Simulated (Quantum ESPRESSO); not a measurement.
# λ and ρ(T) of Ta (Im-3m) from pw.x, ph.x and EPW

How strongly do phonons scatter the electrons of Ta (Im-3m), and how dense must the meshes be?

Program: Quantum ESPRESSO 7.5. Level of theory: DFT PBE, scalar-relativistic, plane waves, PseudoDojo 0.4.1 norm-conserving pseudopotentials. Results are calculated unless marked as measured.

The experiments to compare with:

“CRC Handbook of Chemistry and Physics, 84th edition, Electrical Resistivity of Pure Metals” (2003, CRC Press, section 12, read from Wikipedia's data page) quotes from earlier work for Ta (bulk crystal): resistivity at 300 K 13.5 μΩ cm; resistivity at 500 K 22.9 μΩ cm.

For Ta (bulk crystal), “Specific Heats and Enthalpies of Technical Solids at Low Temperatures” (1960, NBS Monograph 21, table 3) quotes earlier work: Sommerfeld coefficient γ (electronic heat capacity coefficient, an early compilation) 5.7 mJ/(mol K²).

For Ta (foil much thicker than the skin depth), “Surface-resistance measurements using superconducting stripline resonators” (2013, arxiv:1309.5331) gives, by microwave stripline resonator: superconducting transition temperature (superconducting transition seen in surface resistance) 4.5 K.

This is a report of a sequence of runs, with most program output left out.

## (1) Set-up

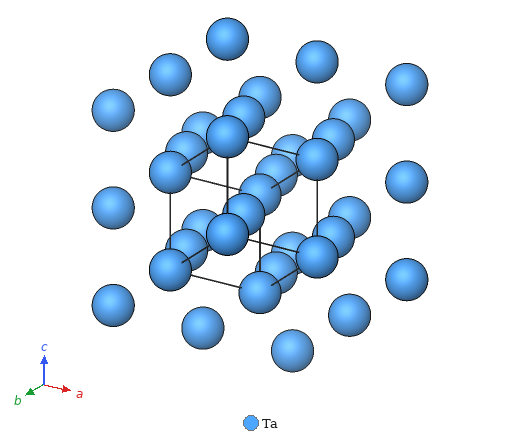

Start, viewed from a free direction; tantalum blue. 2×2×2 cells are drawn. This picture shows the conventional cell, with its axes. Some periodic images of atoms are drawn too.

## (2) Relaxation

The cell is relaxed under the functional used for all that follows.

File relax.in:

```
 &control
    calculation='vc-relax',
    prefix='x',
    outdir='./tmp',
    pseudo_dir='./pseudo',
    tprnfor=.true.,
    tstress=.true.,
    etot_conv_thr=1.0d-05,
    forc_conv_thr=4.0d-04,
 /
 &system
    ibrav=0,
    nat=1,
    ntyp=1,
    ecutwfc=58.0,
    occupations='smearing',
    smearing='mv',
    degauss=0.02,
 /
 &electrons
    conv_thr=1.0d-11,
 /
 &ions
 /
 &cell
    press_conv_thr=0.4,
 /
ATOMIC_SPECIES
 Ta    180.9479  Ta.upf
CELL_PARAMETERS angstrom
    -1.651280000    1.651280000    1.651280000
     1.651280000   -1.651280000    1.651280000
     1.651280000    1.651280000   -1.651280000
ATOMIC_POSITIONS crystal
 Ta     0.000000000   0.000000000   0.000000000
K_POINTS automatic
 12 12 12 0 0 0
```

On the command line:

```sh
OMP_NUM_THREADS=1 mpirun -n 8 pw.x -nk 8 -in relax.in > relax.out
```

Run time: 11 s. Hardware: 8 MPI ranks of Arm Neoverse N1, shared host; 85 s of CPU time.

Numbers from this step:

```yaml
free_energy: -1771.5508 eV
pressure: 0.005 GPa
volume_per_atom: 18.25 Å³/atom
```

The volume ends at 18.25 Å³ an atom, +1.3 % from the start.

## (3) Ground state

Linear response needs a tightly converged ground state.

File scf.in:

```
 &control
    calculation='scf',
    prefix='x',
    outdir='./tmp',
    pseudo_dir='./pseudo',
    tprnfor=.true.,
    tstress=.true.,
 /
 &system
    ibrav=0,
    nat=1,
    ntyp=1,
    ecutwfc=58.0,
    occupations='smearing',
    smearing='mv',
    degauss=0.02,
 /
 &electrons
    conv_thr=1.0d-12,
 /
ATOMIC_SPECIES
 Ta    180.9479  Ta.upf
CELL_PARAMETERS angstrom
    -1.658507900    1.658507900    1.658507900
     1.658507900   -1.658507900    1.658507900
     1.658507900    1.658507900   -1.658507900
ATOMIC_POSITIONS crystal
 Ta     0.000000000   0.000000000   0.000000000
K_POINTS automatic
 12 12 12 0 0 0
```

On the command line:

```sh
OMP_NUM_THREADS=1 mpirun -n 8 pw.x -nk 8 -in scf.in > scf.out
```

The job ended after 3.8 s (8 MPI ranks; 29 s of CPU time).

Numbers from this step:

* Fermi energy: 18.19 eV
* pressure: 0.006000 GPa

The Fermi level lies at 18.19 eV and the pressure is 0.0060 GPa.

## (4) Phonons on the coarse mesh

ph.x gives the dynamical matrices and the changes of the potential on a coarse q mesh, which EPW interpolates.

File ph.in:

```
phonons
 &inputph
    prefix='x',
    outdir='./tmp',
    tr2_ph=1.0d-14,
    fildyn='x.dyn',
    fildvscf='dvscf',
    ldisp=.true.,
    nq1=4,
    nq2=4,
    nq3=4,
    alpha_mix(1)=0.5,
    amass(1)=180.9479,
 /
```

On the command line:

```sh
OMP_NUM_THREADS=1 mpirun -n 8 ph.x -nk 8 -in ph.in > ph.out
```

Elapsed: 14 min, on 8 MPI ranks.

Numbers from this step:

```yaml
lowest_frequency_off_the_zone_centre: 56.23 cm⁻¹
largest_magnitude_of_the_acoustic_modes_at_the_zone_centre_before_the_sum_rule: 3.275 cm⁻¹
```

Frequencies at the irreducible wavevectors:

```csv
q1,q2,q3,star,mode 1 (cm⁻¹),mode 2 (cm⁻¹),mode 3 (cm⁻¹)
0,0,0,1,3.3,3.3,3.3
0,0,0.25,12,56.2,73.4,107.9
0,0,-0.5,6,84.8,129.3,139.9
0,0.25,0.25,24,85.5,94.9,138.3
0.25,0.25,0.25,2,115.1,115.1,115.1
0.25,0.25,-0.25,6,99.4,99.4,135.9
0.25,-0.5,-0.5,12,105.5,128.9,151.1
-0.5,-0.5,-0.5,1,160.2,160.2,160.2
```

The lowest mode off the zone centre lies at 56.2 cm⁻¹ and the highest of all solved modes at 160 cm⁻¹, so the solved wavevectors are stable. The acoustic modes at the centre lie within 3.3 cm⁻¹ of zero before the sum rule is imposed.

## (5) Bands for the check

Bands on a path serve later as the test of the Wannier interpolation; inside the frozen window, points that lie on the coarse mesh match by construction, and those between them test it.

File bands.in:

```
 &control
    calculation='bands',
    prefix='x',
    outdir='./tmp',
    pseudo_dir='./pseudo',
    verbosity='high',
 /
 &system
    ibrav=0,
    nat=1,
    ntyp=1,
    ecutwfc=58.0,
    occupations='smearing',
    smearing='mv',
    degauss=0.02,
    nbnd=29,
 /
 &electrons
    conv_thr=1.0d-10,
 /
ATOMIC_SPECIES
 Ta    180.9479  Ta.upf
CELL_PARAMETERS angstrom
    -1.658507900    1.658507900    1.658507900
     1.658507900   -1.658507900    1.658507900
     1.658507900    1.658507900   -1.658507900
ATOMIC_POSITIONS crystal
 Ta     0.000000000   0.000000000   0.000000000
K_POINTS crystal
70
 0.00000000 0.00000000 0.00000000 0.01428571
 0.02941176 -0.02941176 0.02941176 0.01428571
 0.05882353 -0.05882353 0.05882353 0.01428571
 0.08823529 -0.08823529 0.08823529 0.01428571
[the list of k-points goes on]
```

On the command line:

```sh
OMP_NUM_THREADS=1 mpirun -n 8 pw.x -nk 8 -in bands.in > bands.out
```

It took 6.7 s on 8 MPI ranks.

## (6) States on the coarse mesh

Wannier functions need the states on a full uniform k mesh, and the couplings need it to be a multiple of the q mesh.

File nscf.in:

```
 &control
    calculation='nscf',
    prefix='x',
    outdir='./tmp',
    pseudo_dir='./pseudo',
    verbosity='high',
 /
 &system
    ibrav=0,
    nat=1,
    ntyp=1,
    ecutwfc=58.0,
    occupations='smearing',
    smearing='mv',
    degauss=0.02,
    nbnd=29,
 /
 &electrons
    conv_thr=1.0d-11,
 /
ATOMIC_SPECIES
 Ta    180.9479  Ta.upf
CELL_PARAMETERS angstrom
    -1.658507900    1.658507900    1.658507900
     1.658507900   -1.658507900    1.658507900
     1.658507900    1.658507900   -1.658507900
ATOMIC_POSITIONS crystal
 Ta     0.000000000   0.000000000   0.000000000
K_POINTS crystal
512
 0.00000000 0.00000000 0.00000000 0.00195312
 0.00000000 0.00000000 0.12500000 0.00195312
 0.00000000 0.00000000 0.25000000 0.00195312
 0.00000000 0.00000000 0.37500000 0.00195312
[the list of k-points goes on]
```

On the command line:

```sh
OMP_NUM_THREADS=1 mpirun -n 8 pw.x -nk 8 -in nscf.in > nscf.out
```

Run time: 49 s. Hardware: 8 MPI ranks; 6.6 min of CPU time.

This step gave:

```
Fermi energy : 18.20 eV
```

## (7) Wannier functions and couplings

Projections Ta s, p, d start 9 Wannier functions; states up to 2.5 eV over the Fermi level are frozen, and the projected functions are kept without the localisation step. Hamiltonian, force constants and couplings go to real space.

File epw1.in:

```
--
 &inputepw
    prefix='x',
    outdir='./tmp',
    dvscf_dir='./save',
    elph=.true.,
    etf_mem=1,
    nbndsub=9,
    bands_skipped='exclude_bands = 1-4',
    use_ws=.true.,
    vme='wannier',
    asr_typ='crystal',
    nk1=8,
    nk2=8,
    nk3=8,
    nq1=4,
    nq2=4,
    nq3=4,
    amass(1)=180.9479,
    epwwrite=.true.,
    epwread=.false.,
    wannierize=.true.,
    num_iter=0,
    dis_win_max=58.19,
    dis_froz_max=20.686,
    proj(1)='Ta:s;p;d',
    wdata(1)='dis_num_iter = 600',
    wdata(2)='guiding_centres = .true.',
    wdata(3)='num_print_cycles = 50',
    wdata(4)='dis_mix_ratio = 0.7',
    band_plot=.true.,
    filkf='path.dat',
    filqf='path.dat',
    fsthick=100.0,
    efermi_read=.true.,
    fermi_energy=18.1863,
 /
```

On the command line:

```sh
OMP_NUM_THREADS=1 mpirun -n 8 epw.x -nk 8 -in epw1.in > epw1.out
```

Elapsed: 11 min, on 8 MPI ranks.

Numbers from this step:

```yaml
r_m_s_error_of_the_interpolated_bands_from_2_ev_under_to_1_ev_over_the_fermi_level: 9.7 meV
largest_error_in_that_range: 50.4 meV
lowest_interpolated_frequency_on_the_path: 0 cm⁻¹
```

Electronic bands along the path, in eV, zero at the Fermi level; # counts the bands kept:

```csv
point,#1,#2,#3,#4,#5,#6
Γ,-7.87,0.74,0.74,0.74,3.97,3.97
H,-3.72,-3.72,6.74,6.74,6.74,8.47
N,-4.32,-1.50,1.52,3.84,4.86,7.68
Γ,-7.87,0.74,0.74,0.74,3.97,3.97
P,-1.22,-1.22,-1.22,5.03,5.03,6.92
H,-3.72,-3.72,6.74,6.74,6.74,8.47
```

The same for Wannier interpolation:

```csv
point,#1,#2,#3,#4,#5,#6
Γ,-7.87,0.74,0.74,0.74,4.33,4.33
H,-3.72,-3.72,6.78,6.78,6.78,10.18
N,-4.32,-1.50,1.52,3.95,5.01,7.68
Γ,-7.87,0.74,0.74,0.74,4.33,4.33
P,-1.22,-1.22,-1.22,5.03,5.03,6.93
H,-3.72,-3.72,6.78,6.78,6.78,10.18
```

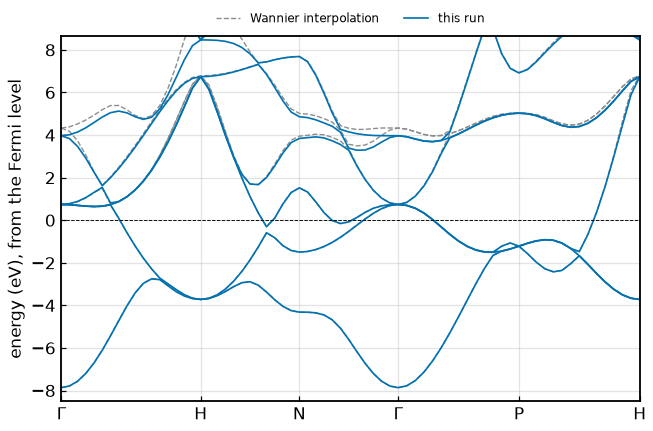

Electronic bands along the path; dashed: Wannier interpolation.

Phonon branches along the path, in cm⁻¹:

```csv
point,branch 1,branch 2,branch 3
Γ,0,0,0
H,160,160,160
N,85,129,140
Γ,0,0,0
P,115,115,115
H,160,160,160
```

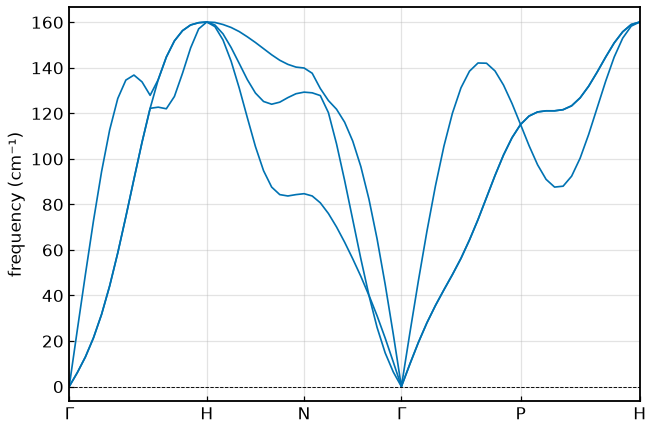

Phonon branches along the path.

Near the Fermi level the interpolated bands miss those of pw.x by 10 meV r.m.s. and 50 meV at most, each level matched to the nearest interpolated one; the r.m.s. value is under the 60 meV set for going on.

## (8) Coupling and Tc: fine k 20×20×20, q 10×10×10, width 0.15 eV, window 0.61 eV

The couplings are interpolated to a fine mesh near the Fermi level; their sum gives α²F and λ, and the linearised gap equation gives Tc.

File a2f-1.in:

```
--
 &inputepw
    prefix='x',
    outdir='./tmp',
    dvscf_dir='./save',
    elph=.true.,
    etf_mem=1,
    nbndsub=9,
    bands_skipped='exclude_bands = 1-4',
    use_ws=.true.,
    vme='wannier',
    asr_typ='crystal',
    nk1=8,
    nk2=8,
    nk3=8,
    nq1=4,
    nq2=4,
    nq3=4,
    amass(1)=180.9479,
    epwwrite=.false.,
    epwread=.true.,
    wannierize=.false.,
    nkf1=20,
    nkf2=20,
    nkf3=20,
    nqf1=10,
    nqf2=10,
    nqf3=10,
    mp_mesh_k=.true.,
    ephwrite=.true.,
    eliashberg=.true.,
    liso=.true.,
    limag=.true.,
    tc_linear=.true.,
    tc_linear_solver='lapack',
    fsthick=0.61,
    degaussw=0.15,
    degaussq=0.5,
    nqstep=500,
    muc=0.13,
    wscut=0.3,
    nsiter=500,
    nstemp=7,
    temps=0.5 1.0 2.0 4.0 8.0 16.0 32.0,
 /
```

On the command line:

```sh
OMP_NUM_THREADS=1 mpirun -n 8 epw.x -nk 8 -in a2f-1.in > a2f-1.out
```

It took 5.5 min on 8 MPI ranks.

This step gave:

* coupling constant λ: 1.158
* log mean phonon energy ħω_log: 11.17 meV
* density of states at the Fermi level: 0.6499 states/eV a spin and cell
* Fermi level on the fine mesh: 18.17 eV

The a2F has structure finer than the step of the table below, so its rows give means over 1 meV, whole bins alone (the curve runs from 0.044 to 21.7 meV). Peaks (meV: height): 10.4: 0.757, 15.8: 1.40.

The a2F by phonon energy; means over each step:

```csv
phonon energy (meV),a2F
1,2.1e-4
2,0.00978
3,0.0316
4,0.0470
5,0.0625
6,0.147
7,0.138
8,0.275
9,0.414
10,0.667
11,0.486
12,0.391
13,0.483
14,0.396
15,0.734
16,1.36
17,0.974
18,0.230
19,0.0903
20,0.0209
21,2.0e-4
```

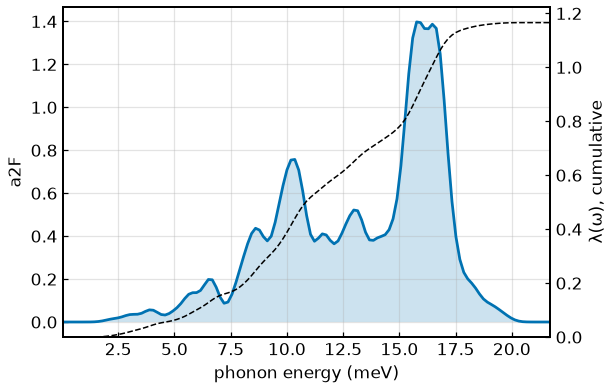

A2F, plotted against phonon energy. The dashed line is the running λ.

λ = 1.16 and ħω_log = 11.2 meV. The eigenvalue passes 1 near 12 K.

## (9) Resistivity: fine k 24×24×24, q 12×12×12, adaptive width, window 0.32 eV

The Boltzmann equation is solved by iteration on a fine mesh; only states within the window around the Fermi level enter.

File bte-1.in:

```
--
 &inputepw
    prefix='x',
    outdir='./tmp',
    dvscf_dir='./save',
    elph=.true.,
    etf_mem=1,
    nbndsub=9,
    bands_skipped='exclude_bands = 1-4',
    use_ws=.true.,
    vme='wannier',
    asr_typ='crystal',
    nk1=8,
    nk2=8,
    nk3=8,
    nq1=4,
    nq2=4,
    nq3=4,
    amass(1)=180.9479,
    epwwrite=.false.,
    epwread=.true.,
    wannierize=.false.,
    nkf1=24,
    nkf2=24,
    nkf3=24,
    nqf1=12,
    nqf2=12,
    nqf3=12,
    mp_mesh_k=.true.,
    scattering=.true.,
    iterative_bte=.true.,
    epmatkqread=.false.,
    assume_metal=.true.,
    int_mob=.false.,
    carrier=.false.,
    ngaussw=-99,
    mob_maxiter=200,
    broyden_beta=0.7,
    fsthick=0.32,
    degaussw=0.0,
    nstemp=6,
    temps=150 200 273 300 400 500,
    restart=.false.,
    selecqread=.false.,
 /
```

On the command line:

```sh
OMP_NUM_THREADS=1 mpirun -n 8 epw.x -nk 8 -in bte-1.in > bte-1.out
```

The job ended after 7 min (8 MPI ranks; 56 min of CPU time).

This step gave:

| Quantity | Value |
| --- | --- |
| iterations | 23 |
| resistivity at 300 K | 14.72 μΩ cm |

Resistivity, by row:

```csv
T (K),rho_xx (μΩ cm),rho_yy,rho_zz,"relaxation-time approximation, mean of the axes (μΩ cm)"
150,7.828,7.828,7.828,8.369
200,10.07,10.07,10.07,10.76
273,13.46,13.46,13.46,14.33
300,14.72,14.72,14.72,15.65
400,19.42,19.42,19.42,20.57
500,24.2,24.2,24.2,25.56
```

ρ(300 K) = 14.7 μΩ cm; the relaxation-time start gave 15.7. One mesh does not show convergence. The largest adaptive width printed is 0.56 eV, against a window of 0.32 eV outside which no state is counted.

## (10) Coupling and Tc, input with a fault, fine q mesh 14×14×14, fine mesh 14×14×14

Another input is tried.

File bad.in:

```
--
 &inputepw
    prefix='x',
    outdir='./tmp',
    dvscf_dir='./save',
    elph=.true.,
    etf_mem=1,
    nbndsub=9,
    bands_skipped='exclude_bands = 1-4',
    use_ws=.true.,
    vme='wannier',
    asr_typ='crystal',
    nk1=8,
    nk2=8,
    nk3=8,
    nq1=4,
    nq2=4,
    nq3=4,
    amass(1)=180.9479,
    epwwrite=.false.,
    epwread=.true.,
    wannierize=.false.,
    nkf1=14,
    nkf2=14,
    nkf3=14,
    nqf1=14,
    nqf2=14,
    nqf3=14,
    mp_mesh_k=.true.,
    ephwrite=.true.,
    eliashberg=.true.,
    liso=.true.,
    limag=.true.,
    tc_linear=.true.,
    tc_linear_solver='lapack',
    fsthick=0.4,
    degaussw=0.6,
    degaussq=0.5,
    nqstep=500,
    muc=0.13,
    wscut=0.3,
    nsiter=500,
    nstemp=7,
    temps=0.5 1.0 2.0 4.0 8.0 16.0 32.0,
 /
```

On the command line:

```sh
OMP_NUM_THREADS=1 mpirun -n 8 epw.x -nk 8 -in bad.in > bad.out
```

Wall time 0.62 s (8 MPI ranks).

The input was rejected at the start.

The program's message: “Error in routine readin (1): degaussw too close to fsthick”

The fault put into the input: a delta width larger than the window.

## (11) Resistivity: fine k 32×32×32, q 16×16×16, adaptive width, window 0.32 eV

At these temperatures only states within a few k_B T of the Fermi level carry current, so the mesh must be dense; it is refined.

File bte-2.in:

```
--
 &inputepw
    prefix='x',
    outdir='./tmp',
    dvscf_dir='./save',
    elph=.true.,
    etf_mem=1,
    nbndsub=9,
    bands_skipped='exclude_bands = 1-4',
    use_ws=.true.,
    vme='wannier',
    asr_typ='crystal',
    nk1=8,
    nk2=8,
    nk3=8,
    nq1=4,
    nq2=4,
    nq3=4,
    amass(1)=180.9479,
    epwwrite=.false.,
    epwread=.true.,
    wannierize=.false.,
    nkf1=32,
    nkf2=32,
    nkf3=32,
    nqf1=16,
    nqf2=16,
    nqf3=16,
    mp_mesh_k=.true.,
    scattering=.true.,
    iterative_bte=.true.,
    epmatkqread=.false.,
    assume_metal=.true.,
    int_mob=.false.,
    carrier=.false.,
    ngaussw=-99,
    mob_maxiter=200,
    broyden_beta=0.7,
    fsthick=0.32,
    degaussw=0.0,
    nstemp=6,
    temps=150 200 273 300 400 500,
    restart=.false.,
    selecqread=.false.,
 /
```

On the command line:

```sh
OMP_NUM_THREADS=1 mpirun -n 8 epw.x -nk 8 -in bte-2.in > bte-2.out
```

Run time: 20 min. Hardware: 8 MPI ranks; 2.6 h of CPU time.

This step gave:

```yaml
resistivity_at_300_k: 16.07 μΩ cm
```

Resistivity, by row:

```csv
T (K),rho_xx (μΩ cm),rho_yy,rho_zz,"relaxation-time approximation, mean of the axes (μΩ cm)"
150,7.595,7.595,7.595,8.045
200,10.4,10.4,10.4,11.01
273,14.54,14.54,14.54,15.38
300,16.07,16.07,16.07,17.01
400,21.72,21.72,21.72,22.99
500,27.24,27.24,27.24,28.82
```

ρ(300 K) = 16.1 μΩ cm, against 14.7 before (+9 %); the relaxation-time start gave 17.0. The largest adaptive width printed is 0.45 eV, against a window of 0.32 eV outside which no state is counted.

## (12) Coupling and Tc: fine k 32×32×32, q 16×16×16, width 0.1 eV, window 0.41 eV

The sum is repeated with other meshes, delta width and window to test it.

File a2f-2.in:

```
--
 &inputepw
    prefix='x',
    outdir='./tmp',
    dvscf_dir='./save',
    elph=.true.,
    etf_mem=1,
    nbndsub=9,
    bands_skipped='exclude_bands = 1-4',
    use_ws=.true.,
    vme='wannier',
    asr_typ='crystal',
    nk1=8,
    nk2=8,
    nk3=8,
    nq1=4,
    nq2=4,
    nq3=4,
    amass(1)=180.9479,
    epwwrite=.false.,
    epwread=.true.,
    wannierize=.false.,
    nkf1=32,
    nkf2=32,
    nkf3=32,
    nqf1=16,
    nqf2=16,
    nqf3=16,
    mp_mesh_k=.true.,
    ephwrite=.true.,
    eliashberg=.true.,
    liso=.true.,
    limag=.true.,
    tc_linear=.true.,
    tc_linear_solver='lapack',
    fsthick=0.41,
    degaussw=0.1,
    degaussq=0.5,
    nqstep=500,
    muc=0.13,
    wscut=0.3,
    nsiter=500,
    nstemp=7,
    temps=0.5 1.0 2.0 4.0 8.0 16.0 32.0,
 /
```

On the command line:

```sh
OMP_NUM_THREADS=1 mpirun -n 8 epw.x -nk 8 -in a2f-2.in > a2f-2.out
```

It took 17 min on 8 MPI ranks.

Numbers from this step:

- coupling constant λ: 1.106
- log mean phonon energy ħω_log: 10.94 meV
- density of states at the Fermi level: 0.6492 states/eV a spin and cell

The a2F has structure finer than the step of the table below, so its rows give means over 2 meV, whole bins alone (the curve runs from 0.044 to 21.7 meV). Peaks (meV: height): 10.4: 0.752, 16.5: 1.29.

A2F against phonon energy; means over each step:

```csv
phonon energy (meV),a2F
2,0.0115
4,0.0494
6,0.123
8,0.241
10,0.570
12,0.398
14,0.471
16,1.10
18,0.294
20,0.0295
```

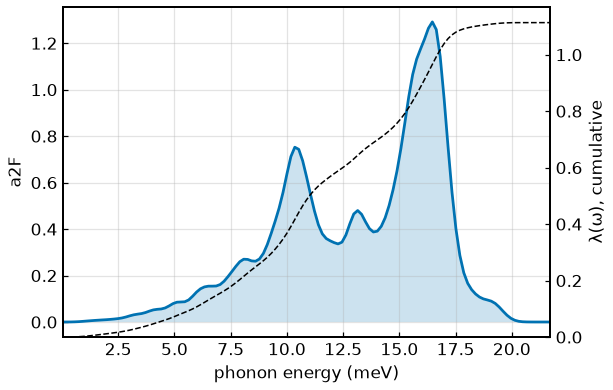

A2F against phonon energy. The dashed line is the running λ.

[end of part 1 of 2]

[The logs of pw.x and epw.x are selected lines.]

[Logs are printed without paths, hosts, clocks, repeated set-up lines and the standing remarks that a program may print on its own settings, such as how far it seeks lower states.]

[Hosts, paths, dates, database ids (printed as entryN), source tags and the programs' standing remarks are cut or masked in the printed files.]
